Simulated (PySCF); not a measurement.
# C₈H₁₂: a tour of settings, part 2 of 2

PySCF 2.14.0. Atoms count from 0. The steps go on from the part before.

## (4) Nuclear shieldings: KT2/3-21G

What the job is given:

```
{"job": {"kind": "nmr", "xc": "KT2", "basis": "3-21G", "pop": false, "scf": {"guess": "huckel", "aux": "def2-universal-jkfit"}}, "charge": 0, "multiplicity": 1}
C      3.405342     0.819593     0.778346
C      2.958715    -0.425959     0.089522
C      1.711991    -0.765227    -0.246666
C      0.511886     0.000036    -0.015757
C     -0.703000    -0.422946    -0.377951
C     -1.943600     0.322974    -0.151304
C     -3.214678    -0.427816     0.161665
C     -3.059382     0.238311    -1.163811
H      4.202397     1.294025     0.205715
H      3.812225     0.573993     1.760441
H      2.597460     1.532531     0.907352
H      3.760796    -1.114861    -0.144592
H      1.556608    -1.714039    -0.746241
H      0.609013     0.956752     0.478236
H     -0.812808    -1.380799    -0.871295
H     -1.809284     1.276564     0.345292
H     -3.891883     0.003699     0.882716
H     -3.165176    -1.505443     0.201024
H     -2.901937    -0.382803    -2.032563
H     -3.629832     1.132094    -1.364979
```

Level: GIAO KT2/3-21G NMR shielding, non-relativistic, gas phase.

The program printed:

```text
final grid: 154128 points
cycle   1  E = -313.1395579393  dE = -1.465e+00  |g| = 3.122e+00  |ddm| = 7.203e+00
cycle   2  E = -311.9882623521  dE =  1.151e+00  |g| = 3.446e+00  |ddm| = 8.659e+00
cycle   3  E = -315.6848141490  dE = -3.697e+00  |g| = 6.049e-01  |ddm| = 6.687e+00
cycle   4  E = -315.6955006877  dE = -1.069e-02  |g| = 5.897e-01  |ddm| = 1.786e+00
cycle   5  E = -315.7946071888  dE = -9.911e-02  |g| = 1.465e-01  |ddm| = 8.527e-01
cycle   6  E = -315.7998166291  dE = -5.209e-03  |g| = 5.027e-02  |ddm| = 2.247e-01
cycle   7  E = -315.8003864715  dE = -5.698e-04  |g| = 2.955e-02  |ddm| = 9.764e-02
cycle   8  E = -315.8006476905  dE = -2.612e-04  |g| = 2.327e-03  |ddm| = 3.596e-02
cycle   9  E = -315.8006497246  dE = -2.034e-06  |g| = 5.439e-04  |ddm| = 5.481e-03
cycle  10  E = -315.8006498004  dE = -7.576e-08  |g| = 2.357e-04  |ddm| = 1.122e-03
cycle  11  E = -315.8006498147  dE = -1.431e-08  |g| = 4.174e-05  |ddm| = 3.420e-04
cycle  12  E = -315.8006498152  dE = -5.091e-10  |g| = 1.300e-05  |ddm| = 7.219e-05
converged SCF energy = -315.8006498152

GIAO shielding tensors (ppm)
atom      isotropic    diamagn.    paramagn.     s11        s22        s33       span
  0 C      191.353     248.083     -56.730    176.095    194.350    203.614     27.518
  1 C      103.578     248.717    -145.139     29.832    101.647    179.256    149.424
  2 C       98.588     250.967    -152.378     21.816    108.009    165.940    144.124
  3 C      102.950     250.489    -147.539     21.146    110.768    176.936    155.791
  4 C       90.416     247.040    -156.624     17.755    101.039    152.453    134.698
  5 C      188.099     230.546     -42.447    158.633    177.377    228.286     69.653
  6 C      196.744     257.663     -60.919    172.663    199.087    218.481     45.818
  7 C      196.753     258.539     -61.786    172.712    199.104    218.444     45.732
  8 H       31.403      30.478       0.925     27.492     28.964     37.752     10.260
  9 H       31.350      30.002       1.348     27.487     28.809     37.754     10.267
 10 H       30.920      28.429       2.491     25.693     31.921     35.144      9.451
 11 H       27.889      31.342      -3.453     25.057     29.176     29.434      4.376
 12 H       27.433      31.186      -3.754     25.263     27.171     29.864      4.601
 13 H       26.783      31.633      -4.850     23.590     24.363     32.395      8.805
 14 H       28.286      31.466      -3.180     25.711     26.568     32.580      6.869
 15 H       31.861      29.151       2.711     25.077     30.614     39.893     14.816
 16 H       32.048      33.785      -1.737     26.783     28.016     41.345     14.562
 17 H       32.485      31.283       1.201     27.152     29.668     40.633     13.481
 18 H       32.478      31.475       1.003     27.137     29.665     40.631     13.494
 19 H       32.045      33.953      -1.908     26.784     28.008     41.342     14.558
```

It took 15 s on 1 thread of Arm Neoverse V1, shared host; peak memory 0.48 GiB.

This run: δ C4 117.3, C2 109.2, C3 104.8, C1 104.2, H13 6.43, H12 5.78 ppm.

## (5) Excited states and response: PBE0/IGLO-II

Same as in step 4 but for these lines:

```diff
@@ -1,2 +1,2 @@
-{"job": {"kind": "nmr", "xc": "KT2", "basis": "3-21G", "pop": false, "scf": {"guess": "huckel", "aux": "def2-universal-jkfit"}}, "charge": 0, "multiplicity": 1}
+{"job": {"kind": "uv", "xc": "PBE0", "basis": "IGLO-II", "nstates": 1, "ntriplets": 0, "tda": false, "scf": {"conv": 1e-06}}, "charge": 0, "multiplicity": 1}
 C      3.405342     0.819593     0.778346
```

Level: TDDFT PBE0/IGLO-II, vertical, gas phase, core orbitals frozen in the response.

The program printed:

```text
final grid: 154128 points
cycle   1  E = -311.6501817127  dE =  1.070e+00  |g| = 4.321e-01  |ddm| = 3.498e+00
cycle   2  E = -311.6544530439  dE = -4.271e-03  |g| = 4.227e-01  |ddm| = 7.145e-01
cycle   3  E = -311.7018359312  dE = -4.738e-02  |g| = 3.822e-02  |ddm| = 3.598e-01
cycle   4  E = -311.7019642132  dE = -1.283e-04  |g| = 2.926e-02  |ddm| = 4.522e-02
cycle   5  E = -311.7021560526  dE = -1.918e-04  |g| = 7.638e-03  |ddm| = 2.294e-02
cycle   6  E = -311.7021692741  dE = -1.322e-05  |g| = 2.040e-03  |ddm| = 6.930e-03
cycle   7  E = -311.7021702754  dE = -1.001e-06  |g| = 3.540e-04  |ddm| = 1.857e-03
cycle   8  E = -311.7021703005  dE = -2.507e-08  |g| = 1.799e-04  |ddm| = 4.147e-04
converged SCF energy = -311.7021703005

Static polarisability (au): isotropic 102.353, principal 63.203 77.636 166.219

Singlet excitations
state   eV       nm        f      main configurations
  1   5.3707    230.9   1.05645   H->L 0.97
```

Wall time 41 s (1 thread of Arm Neoverse V1, shared host); peak memory 0.93 GiB.

Frontier orbitals and where they lie:

```tsv
orbital	eV	atoms
HOMO−3	-9.31	C3 14 %, C2 12 %, C1 12 %
HOMO−2	-8.56	C7 35 %, C6 35 %, C5 11 %
HOMO−1	-8.29	C2 29 %, C5 17 %, C3 16 %
HOMO	-5.92	C1 27 %, C4 23 %, C3 17 %
LUMO	-0.38	C4 29 %, C1 27 %, C3 15 %
LUMO+1	1.46	H15 20 %, H13 12 %, H14 10 %
LUMO+2	1.78	H16 14 %, H19 14 %, H17 9 %
```

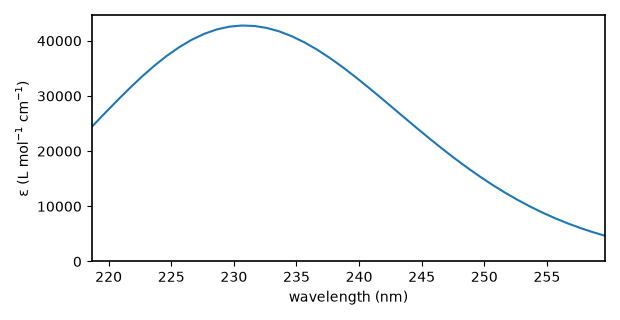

Absorption spectrum: each of the 1 states is a Gaussian band of 0.4 eV half-width at 1/e. Beyond the last state computed it falls off for lack of states.

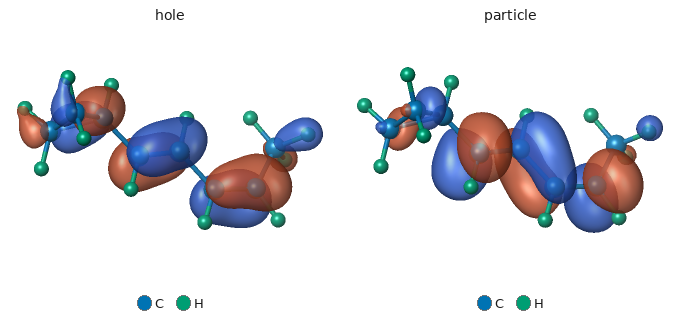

Leading natural transition orbitals of singlet state 1: the electron leaves the hole (left) for the particle orbital (right).

Ground-state properties from the same run:

```tsv
property	computed
dipole moment (D)	0.55
polarisability (Å³)	15.17
HOMO–LUMO gap (eV)	5.54
−ε(HOMO) (eV)	5.92
```

## (6) Nuclear shieldings: HSE06/cc-pVDZ

Same as in step 5 but for these lines:

```diff
@@ -1,2 +1,2 @@
-{"job": {"kind": "uv", "xc": "PBE0", "basis": "IGLO-II", "nstates": 1, "ntriplets": 0, "tda": false, "scf": {"conv": 1e-06}}, "charge": 0, "multiplicity": 1}
+{"job": {"kind": "nmr", "xc": "HSE06", "basis": "cc-pVDZ", "pop": true}, "charge": 0, "multiplicity": 1}
 C      3.405342     0.819593     0.778346
```

Level: GIAO HSE06/cc-pVDZ NMR shielding, non-relativistic, gas phase.

The program printed:

```text
coarse grid: 16128 points
cycle   1  E = -311.5958490233  dE =  1.062e+00  |g| = 4.467e-01  |ddm| = 8.352e+00
cycle   2  E = -311.5921506877  dE =  3.698e-03  |g| = 4.758e-01  |ddm| = 1.929e+00
cycle   3  E = -311.6560371153  dE = -6.389e-02  |g| = 3.989e-02  |ddm| = 9.501e-01
cycle   4  E = -311.6562113038  dE = -1.742e-04  |g| = 3.005e-02  |ddm| = 9.353e-02
cycle   5  E = -311.6564260983  dE = -2.148e-04  |g| = 8.662e-03  |ddm| = 5.055e-02
cycle   6  E = -311.6564444387  dE = -1.834e-05  |g| = 2.320e-03  |ddm| = 1.502e-02
cycle   7  E = -311.6564458601  dE = -1.421e-06  |g| = 2.236e-04  |ddm| = 4.047e-03
final grid: 154128 points
cycle   8  E = -311.6703679121  dE = -5.187e-05  |g| = 8.071e-03  |ddm| = 9.357e-02
cycle   9  E = -311.6703628543  dE =  5.058e-06  |g| = 9.158e-03  |ddm| = 3.258e-02
cycle  10  E = -311.6703861539  dE = -2.330e-05  |g| = 9.513e-04  |ddm| = 1.732e-02
cycle  11  E = -311.6703862395  dE = -8.567e-08  |g| = 3.323e-04  |ddm| = 1.948e-03
cycle  12  E = -311.6703863408  dE = -1.012e-07  |g| = 1.019e-04  |ddm| = 5.895e-04
cycle  13  E = -311.6703863433  dE = -2.519e-09  |g| = 2.743e-05  |ddm| = 1.897e-04
cycle  14  E = -311.6703863434  dE = -1.792e-10  |g| = 1.236e-05  |ddm| = 5.739e-05
converged SCF energy = -311.6703863434

GIAO shielding tensors (ppm)
atom      isotropic    diamagn.    paramagn.     s11        s22        s33       span
  0 C      182.322     248.716     -66.394    166.997    185.802    194.166     27.169
  1 C       73.451     252.257    -178.805    -21.070     71.288    170.137    191.207
  2 C       69.031     254.820    -185.789    -28.018     79.317    155.795    183.813
  3 C       74.265     257.680    -183.415    -29.075     82.827    169.044    198.119
  4 C       58.319     254.255    -195.936    -36.285     69.807    141.434    177.719
  5 C      177.754     243.826     -66.072    142.345    165.980    224.937     82.592
  6 C      188.153     252.896     -64.743    159.847    189.017    215.595     55.748
  7 C      188.167     253.006     -64.839    159.914    189.040    215.549     55.634
  8 H       30.132      26.848       3.283     26.412     27.808     36.175      9.763
  9 H       30.091      27.860       2.231     26.539     27.518     36.216      9.678
 10 H       29.554      34.717      -5.163     24.850     30.411     33.400      8.551
 11 H       26.296      29.306      -3.011     23.759     25.921     29.208      5.448
 12 H       25.728      33.679      -7.951     23.467     23.856     29.860      6.393
 13 H       24.955      38.077     -13.123     20.444     22.727     31.694     11.250
 14 H       26.648      36.503      -9.855     23.253     24.681     32.009      8.756
 15 H       30.383      34.018      -3.635     23.883     29.253     38.015     14.131
 16 H       31.040      29.329       1.711     25.532     27.234     40.355     14.824
 17 H       31.476      32.145      -0.669     26.022     28.753     39.652     13.631
 18 H       31.470      31.990      -0.520     26.009     28.749     39.652     13.642
 19 H       31.035      29.180       1.855     25.527     27.227     40.352     14.825
```

It took 54 s on 1 thread of Arm Neoverse V1, shared host; peak memory 0.91 GiB.

Key values: δ C4 140.3, C2 129.6, C1 125.2, C3 124.4, H13 6.79, H12 6.02 ppm.

## (7) Run by run: NMR shifts

Shifts (ppm) of some atoms, chosen among heavy atoms and hydrogens apart, means over like atoms, with basis size and wall time:

```tsv
run	C4	C2	C1	C3	C5	H16	H17	functions	time
PBE0/pcSseg-1	147.4	136.3	131.0	130.4	19.6	0.81	0.35	196	44 s
HCTH407/cc-pVDZ	135.5	125.4	121.2	120.0	22.8	0.77	0.29	172	37 s
KT2/3-21G	117.3	109.2	104.2	104.8	19.7	1.16	0.73	96	15 s
HSE06/cc-pVDZ	140.3	129.6	125.2	124.4	20.9	0.71	0.27	172	54 s
```

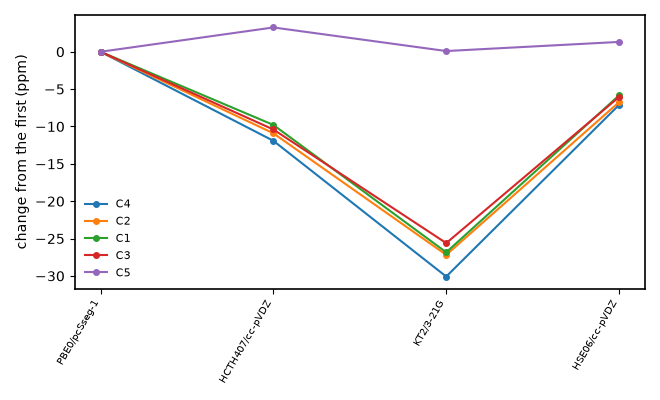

How five of the tabulated atoms move from run to run.

## (8) Outcome

The summary covers parts 1 to 2.

| quantity | value |
| --- | --- |
| 13C shifts against TMS (PBE0/pcSseg-1, means over atoms taken as alike) | 147.4, 136.3, 131.0, 130.4, 19.6, 16.8, 10.1 ppm |
| 1H shifts against TMS (PBE0/pcSseg-1, means over atoms taken as alike) | 6.85, 6.16, 5.53, 5.14, 1.95, 1.40, 0.81, 0.35 ppm |
| surface potential, 1st and 99th percentile | -0.87 V and 0.74 V |
| lowest singlet (PBE0/IGLO-II) | 5.37 eV (231 nm), f = 1.056 |
| range of the shift of C4 | 117.3 to 147.4 ppm |

What this shows: Single values in the summary come from the first run of each kind that ended normally (PBE0/pcSseg-1; PBE0/IGLO-II), which need not be the best level. By nearest atom (PBE0/pcSseg-1), the HOMO sits on C1, C4 about 22 % each; C3 15 % and the LUMO on C1, C4 about 23 % each; C2, C3 about 13 % each. The first singlet state (HOMO→LUMO 0.97) lies at 5.37 eV and is bright. Across the 4 runs the shift of C4 moves most, between 117.3 (KT2/3-21G) and 147.4 ppm (PBE0/pcSseg-1).
